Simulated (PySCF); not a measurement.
# VOF3 (SMILES [O]=[V]([F])([F])[F]) at 6 levels

We compute a comparison of 6 runs (BLYP/def2-SVP, M06-L/def2-SVP, PBE0/def2-SVP, r2SCAN/def2-SVP, revPBE/def2-SVP, wB97M-V/def2-SVP) of VOF3. 

The calculation is run with PySCF 2.14.0.

2 further runs of the same task are left out: 2 set aside as unsound or not needed.

## (1) The system as given

VOF3 has 5 atoms, charge 0, and is taken as a singlet. SMILES: `[O]=[V]([F])([F])[F]`. Geometry: relaxed at PBE0-D4/def2-TZVP.

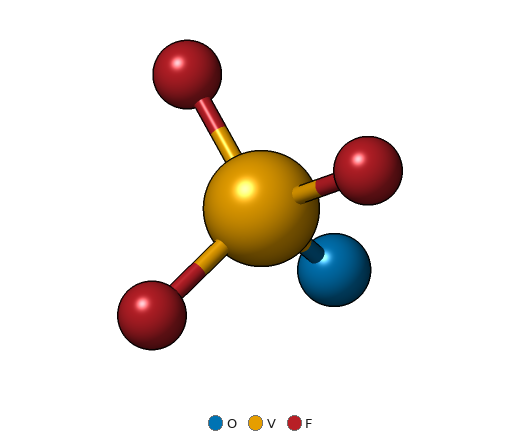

The structure, seen from a chosen angle (oxygen blue, vanadium amber, fluorine red).

## (2) The energy at BLYP/def2-SVP (run 1)

The input, calc.py:

```python
# [O]=[V]([F])([F])[F]
from pyscf import gto, dft

mol = gto.M(
    atom='''
O        0.574800      -0.876700       1.160600
V        0.016300      -0.024400       0.004800
F       -1.387400       0.785400       0.556800
F       -0.367300      -1.064100      -1.300000
F        1.213500       1.106100      -0.463600
''',
    max_memory=1860,
    verbose=3,
    basis='def2-svp',
)

calc0 = dft.RKS(mol)
calc0.xc = 'blyp'
calc0.grids.level = 5
calc0.conv_tol = 1e-10
calc0.kernel()
if not calc0.converged:
    calc0 = calc0.newton().run(calc0.mo_coeff, calc0.mo_occ)

e_final = calc0.e_tot
print('Final energy', e_final)
```

Started as:

```sh
$ OMP_NUM_THREADS=1 python calc.py
```

Log:

```text
converged SCF energy = -1318.59579783845
Final energy -1318.595797838453
```

Wall time 24 s (1 thread of Intel Xeon at 2.70GHz, shared host); peak memory 0.45 GiB.

## (3) The energy at M06-L/def2-SVP (run 2)

The input, geometry.xyz:

```xyz
5

O      0.574800    -0.876700     1.160600
V      0.016300    -0.024400     0.004800
F     -1.387400     0.785400     0.556800
F     -0.367300    -1.064100    -1.300000
F      1.213500     1.106100    -0.463600
```

The input, input.py:

```python
from pyscf import gto, dft

mol = gto.M(
    atom='geometry.xyz',
    charge=0,
    basis='def2-svp',
    spin=0,
    max_memory=1860,
    verbose=3,
)

calc0 = dft.RKS(mol, xc='m06-l')
calc0.grids.level = 5
calc0.conv_tol = 1e-10
calc0.kernel()
if not calc0.converged:
    calc0 = calc0.newton().run(calc0.mo_coeff, calc0.mo_occ)

e_tot = calc0.e_tot
print(f'total energy: {e_tot:.8f} hartree')
```

Started as:

```sh
$ OMP_NUM_THREADS=1 python input.py
```

Log:

```text
converged SCF energy = -1318.49179168665
total energy: -1318.49179169 hartree
```

It took 33 s on 1 thread of Intel Xeon at 2.70GHz, shared host; peak memory 0.45 GiB.

## (4) The energy at PBE0/def2-SVP (run 3)

The input, input.py:

```python
from pyscf import gto, dft

mol = gto.M(
    atom='''
O    0.574800  -0.876700   1.160600
V    0.016300  -0.024400   0.004800
F   -1.387400   0.785400   0.556800
F   -0.367300  -1.064100  -1.300000
F    1.213500   1.106100  -0.463600
''',
    basis='def2-svp',
    charge=0,
    verbose=4,
    max_memory=1860,
)

mf = dft.RKS(mol, xc='pbe0')
mf.grids.level = 5
mf.conv_tol = 1e-10
mf.kernel()
if not mf.converged:
    mf = mf.newton().run(mf.mo_coeff, mf.mo_occ)

energy = mf.e_tot
print('Final energy', energy)
```

Started as:

```sh
$ OMP_NUM_THREADS=1 python input.py
```

Log:

```text
PySCF version 2.14.0

[... 78 lines left out ...]
converged SCF energy = -1317.9514389538
Final energy -1317.9514389538008
```

It took 26 s on 1 thread of Intel Xeon at 2.70GHz, shared host; peak memory 0.45 GiB.

Runs 4 to 5 aren't shown in full; the table further down has their settings and results.

## (5) A single-point energy at wB97M-V/def2-SVP (run 6)

The input, job.py:

```python
# [O]=[V]([F])([F])[F]
from pyscf import gto, dft

mol = gto.M(
    atom='''
O      1.086215    -1.656723     2.193216
V      0.030803    -0.046109     0.009071
F     -2.621806     1.484191     1.052200
F     -0.694096    -2.010858    -2.456644
F      2.293183     2.090226    -0.876077
''',
    verbose=3,
    basis='def2-svp',
    unit='bohr',
    max_memory=1860,
    spin=0,
)

mf = dft.RKS(mol)
mf.xc = 'wb97m-v'
mf.nlcgrids.level = 1
mf.grids.level = 5
mf.conv_tol = 1e-10
mf.kernel()
if not mf.converged:
    mf = mf.newton().run(mf.mo_coeff, mf.mo_occ)

etot = mf.e_tot
print(f'total energy: {etot:.8f} hartree')
```

Started as:

```sh
$ OMP_NUM_THREADS=1 python job.py
```

Log:

```text
converged SCF energy = -1318.35355842006
total energy: -1318.35355842 hartree
```

It took 2 min on 1 thread of Intel Xeon at 2.70GHz, shared host; peak memory 0.46 GiB.

## (6) All runs side by side

| run | level | nlc grid | energy (Eh) | dipole moment (D) | HOMO energy (eV) | LUMO energy (eV) | wall time |
| --- | --- | --- | --- | --- | --- | --- | --- |
| 1 | BLYP/def2-SVP | – | -1318.595798 | 0.43 | -9.18 | -4.59 | 24 s |
| 2 | M06-L/def2-SVP | – | -1318.491792 | 0.39 | -9.99 | -5.04 | 33 s |
| 3 | PBE0/def2-SVP | – | -1317.951439 | 0.27 | -11.41 | -4.15 | 26 s |
| 4 | r2SCAN/def2-SVP | – | -1318.387852 | 0.40 | -9.96 | -4.99 | 34 s |
| 5 | revPBE/def2-SVP | – | -1318.357594 | 0.43 | -9.27 | -4.63 | 25 s |
| 6 | wB97M-V/def2-SVP | 1 | -1318.353558 | 0.21 | -13.82 | -1.74 | 2 min |

## (7) Summary of results

| quantity | value |
| --- | --- |
| run 6: total energy | -1318.35356 Eh |
| run 6: dipole moment | 0.21 D |
| run 6: HOMO energy | -13.82 eV |
| run 6: LUMO energy | -1.74 eV |
| run 6: HOMO–LUMO gap | 12.08 eV |

In words: The dipole moment (its size) runs from 0.21 D (wB97M-V/def2-SVP) to 0.43 D (revPBE/def2-SVP). The HOMO–LUMO gap runs from 4.59 eV (BLYP/def2-SVP) to 12.08 eV (wB97M-V/def2-SVP). Totals of different functionals can't be ranked against each other. All runs together took 4.4 min, the longest 2 min.
